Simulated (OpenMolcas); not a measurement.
**One shape, several levels: triplet CH6B2O**

Aim: a comparison of 6 runs (UHF/STO-3G, UB3LYP/6-31G*, UBHLYP/def2-SVP, UBLYP/def2-SVP, UPBE0/def2-SVP, UTPSS/def2-SVP) of triplet CH6B2O. 

The calculation is run with OpenMolcas 26.06.

### Step 1. The molecule

CH6B2O: 10 atoms, total charge 0, spin state triplet. As SMILES of the parent species, `BB(C)O`. Geometry: relaxed at PBE0-D4/def2-TZVP. This is one conformer, not always the lowest. That shape belongs to the parent species and isn't relaxed for this state.

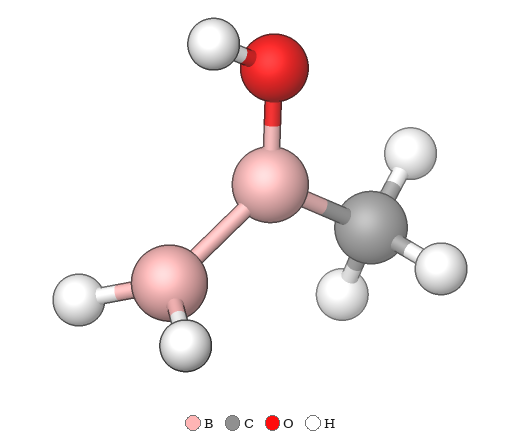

Viewed from a chosen angle; boron pink, carbon grey, oxygen red, hydrogen white.

### Step 2. The energy at UHF/STO-3G (run 1)

test.input reads:

```
&GATEWAY
  BasLib=$CurrDir
  BasisSet
  B.STO-3G....
  B1 -1.157400 0.826800 -0.622100 angstrom
  B2 0.289400 0.045900 -0.271000 angstrom
  End of Basis
  BasisSet
  C.STO-3G....
  C3 0.377300 -0.834700 1.032200 angstrom
  End of Basis
  BasisSet
  O.STO-3G....
  O4 1.432600 0.117800 -1.017900 angstrom
  End of Basis
  BasisSet
  H.STO-3G....
  H5 -2.010400 0.312100 -1.292200 angstrom
  H6 -1.440400 1.898900 -0.162200 angstrom
  H7 -0.546500 -1.371000 1.265900 angstrom
  H8 1.200400 -1.552500 0.975700 angstrom
  H9 0.572700 -0.174500 1.886700 angstrom
  H10 1.365300 0.679800 -1.792300 angstrom
  End of Basis

&SEWARD

&SCF
  UHF
  Spin=3
  Thresholds=1e-10 1e-07 1e-07 1e-05
  PrOrbitals=1 2
```

The basis set STO-3G is read from a file made from the Basis Set Exchange's data (not shown).

On the command line:

```
$ export MOLCAS_MEM=1860
$ pymolcas test.input > test.log
```

Standard output:

```text
--- Start Module: gateway ---
[...]
--- Stop Module: gateway /rc=_RC_ALL_IS_WELL_ ---
--- Start Module: seward ---
[...]
      Basis functions           26
--- Stop Module: seward /rc=_RC_ALL_IS_WELL_ ---
--- Start Module: scf ---
[...]
       Convergence after  21 Iterations
[...]
::    Total SCF energy                               -163.3270301645
[...]
      Total spin, S                                     1.0036150968
[...]
      Total electronic charge=   30.000000
      Total            charge=   -0.000000
[...]
      Dipole Moment (debye):
      Origin of the operator (angstrom)=    0.3036    0.0226   -0.2290
                   X=  2.6573E+00               Y= -7.1872E-01               Z= -2.5634E-01           Total=  2.7647E+00
      Quadrupole Moment (debye*angstrom):
[...]
--- Stop Module: scf /rc=_RC_ALL_IS_WELL_ ---
[...]
```

Wall time 1.2 s (1 thread of Intel Xeon 6975P-C (Granite Rapids), shared host); peak memory 0.37 GiB.

### Step 3. A single-point energy at UB3LYP/6-31G(d) (Cartesian functions) (run 2)

input.xyz reads:

```xyz
10

B     -1.157400     0.826800    -0.622100
B      0.289400     0.045900    -0.271000
C      0.377300    -0.834700     1.032200
O      1.432600     0.117800    -1.017900
H     -2.010400     0.312100    -1.292200
H     -1.440400     1.898900    -0.162200
H     -0.546500    -1.371000     1.265900
H      1.200400    -1.552500     0.975700
H      0.572700    -0.174500     1.886700
H      1.365300     0.679800    -1.792300
```

calc.input reads:

```
&GATEWAY
BASLIB
$CurrDir
COORD
input.xyz
BASIS
6-31Gs
GROUP
NoSym
&SEWARD
GRIDINPUT
Grid=UltraFine
End of Grid
&SCF
UHF
SPIN
3
KSDFT
B3LYP
THRESHOLDS
1e-10 1e-07 1e-07 1e-05
PRORBITALS
1 1
```

The basis set 6-31G* is read from a file made from the Basis Set Exchange's data (not shown).

On the command line:

```
$ export MOLCAS_MEM=1860
$ pymolcas calc.input > calc.log
```

Standard output:

```text
--- Start Module: gateway ---
[...]
--- Stop Module: gateway /rc=_RC_ALL_IS_WELL_ ---
--- Start Module: seward ---
[...]
      Basis functions           72
--- Stop Module: seward /rc=_RC_ALL_IS_WELL_ ---
[...]
--- Start Module: scf ---
[...]
       Convergence after  21 Iterations
[...]
::    Total KS-DFT energy                            -166.5243144186
[...]
      Total spin, S                                     1.0013161361
[...]
      Total electronic charge=   30.000000
      Total            charge=   -0.000000
[...]
      Dipole Moment (debye):
      Origin of the operator (angstrom)=    0.3036    0.0226   -0.2290
                   X=  2.0471E+00               Y= -7.3472E-01               Z=  1.3809E-01           Total=  2.1793E+00
      Quadrupole Moment (debye*angstrom):
[...]
--- Stop Module: scf /rc=_RC_ALL_IS_WELL_ ---
[...]
```

It took 37 s on 1 thread of Intel Xeon 6975P-C (Granite Rapids), shared host; peak memory 0.42 GiB.

Runs 3 to 4 aren't shown in full; the table further down has their settings and results.

### Step 4. The energy at UPBE0/def2-SVP (run 5)

run.inp reads:

```
* CH6B2O Kohn-Sham DFT

&GATEWAY
  BasLib=$CurrDir
  Coord
  10
  angstrom
  B       -1.157400       0.826800      -0.622100
  B        0.289400       0.045900      -0.271000
  C        0.377300      -0.834700       1.032200
  O        1.432600       0.117800      -1.017900
  H       -2.010400       0.312100      -1.292200
  H       -1.440400       1.898900      -0.162200
  H       -0.546500      -1.371000       1.265900
  H        1.200400      -1.552500       0.975700
  H        0.572700      -0.174500       1.886700
  H        1.365300       0.679800      -1.792300
  Basis=def2-SVP
  Group=NoSym

&SEWARD
  GridInput
  Grid=UltraFine
  End of Grid

&SCF
  UHF
  Spin=3
  KSDFT=PBE0
  Thresholds=1e-10 1e-07 1e-07 1e-05
  PrOrbitals=1 2
```

The basis set def2-SVP is read from a file made from the Basis Set Exchange's data (not shown).

On the command line:

```
$ export MOLCAS_MEM=1860
$ pymolcas run.inp > run.log
```

Standard output:

```text
--- Start Module: gateway ---
[...]
--- Stop Module: gateway /rc=_RC_ALL_IS_WELL_ ---
--- Start Module: seward ---
[...]
      Basis functions           86
--- Stop Module: seward /rc=_RC_ALL_IS_WELL_ ---
[...]
--- Start Module: scf ---
[...]
       Convergence after  21 Iterations
[...]
::    Total KS-DFT energy                            -166.1963777913
[...]
      Total spin, S                                     1.0017756033
[...]
      Total electronic charge=   30.000000
      Total            charge=   -0.000000
[...]
      Dipole Moment (debye):
      Origin of the operator (angstrom)=    0.3036    0.0226   -0.2290
                   X=  2.0753E+00               Y= -8.3089E-01               Z=  2.5286E-01           Total=  2.2497E+00
      Quadrupole Moment (debye*angstrom):
[...]
--- Stop Module: scf /rc=_RC_ALL_IS_WELL_ ---
[...]
```

Wall time 41 s (1 thread of Intel Xeon 6975P-C (Granite Rapids), shared host); peak memory 0.47 GiB.

### Step 5. The energy at UTPSS/def2-SVP (run 6)

struct.xyz reads:

```xyz
10

B     -1.157400     0.826800    -0.622100
B      0.289400     0.045900    -0.271000
C      0.377300    -0.834700     1.032200
O      1.432600     0.117800    -1.017900
H     -2.010400     0.312100    -1.292200
H     -1.440400     1.898900    -0.162200
H     -0.546500    -1.371000     1.265900
H      1.200400    -1.552500     0.975700
H      0.572700    -0.174500     1.886700
H      1.365300     0.679800    -1.792300
```

test.input reads:

```
* CH6B2O Kohn-Sham DFT

&GATEWAY
 BasLib
 $CurrDir
 Coord
 struct.xyz
 Basis
 def2-SVP
 Group
 NoSym

&SEWARD
 GridInput
 Grid=UltraFine
 End of Grid

&SCF
 UHF
 Spin
 3
 KSDFT
 2
 1.0 MGGA_X_TPSS
 1.0 MGGA_C_TPSS
 Thresholds
 1e-10 1e-07 1e-07 1e-05
 PrOrbitals
 0
```

The basis set def2-SVP is read from a file made from the Basis Set Exchange's data (not shown).

On the command line:

```
$ export MOLCAS_MEM=1860
$ pymolcas test.input > test.log
```

Standard output:

```text
--- Start Module: gateway ---
[...]
--- Stop Module: gateway /rc=_RC_ALL_IS_WELL_ ---
--- Start Module: seward ---
[...]
      Basis functions           86
--- Stop Module: seward /rc=_RC_ALL_IS_WELL_ ---
[...]
--- Start Module: scf ---
[...]
       Convergence after  21 Iterations
[...]
::    Total KS-DFT energy                            -166.4405045677
[...]
      Total spin, S                                     1.0016049228
[...]
      Total electronic charge=   30.000000
      Total            charge=   -0.000000
[...]
      Dipole Moment (debye):
      Origin of the operator (angstrom)=    0.3036    0.0226   -0.2290
                   X=  2.2191E+00               Y= -8.8771E-01               Z=  2.5229E-01           Total=  2.4033E+00
      Quadrupole Moment (debye*angstrom):
[...]
--- Stop Module: scf /rc=_RC_ALL_IS_WELL_ ---
[...]
```

Wall time 63 s (1 thread of Intel Xeon 6975P-C (Granite Rapids), shared host); peak memory 0.47 GiB.

### Step 6. Overview of the runs

```
run                                level  Cartesian functions  integration grid  energy (Eh)  dipole moment (D)  HOMO energy (eV)   ⟨S²⟩  wall time
  1                           UHF/STO-3G                   no                 –  -163.327030               2.76             -5.00  2.011      1.2 s
  2  UB3LYP/6-31G* (Cartesian functions)                  yes         UltraFine  -166.524314               2.18             -3.67  2.004       37 s
  3                      UBHLYP/def2-SVP                   no         UltraFine  -166.299812               2.14             -5.23  2.006       43 s
  4                       UBLYP/def2-SVP                   no         UltraFine  -166.324649               2.36             -2.89  2.003       46 s
  5                       UPBE0/def2-SVP                   no         UltraFine  -166.196378               2.25             -4.35  2.005       41 s
  6                       UTPSS/def2-SVP                   no         UltraFine  -166.440505               2.40             -3.25  2.005       63 s
```

### Step 7. Outcome

| quantity | value |
| --- | --- |
| run 6: total energy | -166.44050 Eh |
| run 6: dipole moment | 2.40 D |
| run 6: HOMO energy (highest over α and β) | -3.25 eV |
| run 6: ⟨S²⟩ | 2.005 |

What this shows: The dipole moment (its size) runs from 2.14 D (UBHLYP/def2-SVP) to 2.76 D (UHF/STO-3G). The two ends differ in method and basis. Totals of different functionals can't be ranked against each other. In run 1 the basis is minimal, so the values are rough. All runs together took 3.8 min, the longest 63 s.
